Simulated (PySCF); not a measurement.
# CH5ClGe: the cost of one run

Programs: PySCF 2.14.0, with density-fitted response routines of our own. Each step states its level of theory. These are calculated values for one molecule in the gas phase, unless marked as measured. Atoms are numbered from 0 throughout.

### Step 1. Starting geometry

8 atoms, charge 0, multiplicity 1; geometry from: GFN2-xTB. The atoms were then displaced at random by about 0.01 Å, so the start is not that level's minimum.

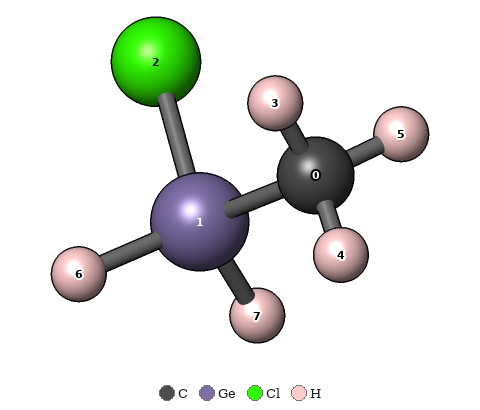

As it starts; carbon dark grey, germanium purple, chlorine green, hydrogen pink, atoms numbered.

### Step 2. Geometry optimisation at PBE0-D3(BJ)/def2-SVP

The job: settings as JSON, then the geometry in Å.

```
{"job": {"xc": "PBE0", "basis": "def2-SVP", "d3": "d3bj", "grid": 1, "shake": 0.01, "kind": "geom"}, "charge": 0, "multiplicity": 1}
C      1.085830     0.130340     0.025550
Ge    -0.862840    -0.268860    -0.090530
Cl    -1.963740     1.345920     0.699760
H      1.386370     0.330170     1.052600
H      1.667460    -0.661390    -0.384590
H      1.281000     1.063330    -0.546950
H     -1.223200    -1.497010     0.705990
H     -1.315750    -0.461650    -1.514310
```

Run with:

```console
$ OMP_NUM_THREADS=1 python probes_run.py task.json out
```

One launch serves the whole session: the jobs run in the order shown.

**Question.** How long does this first job take on 1 thread of Intel Xeon 6975P-C, shared host, and how much memory does it need?

About 28 s, with a peak of 0.37 GiB.
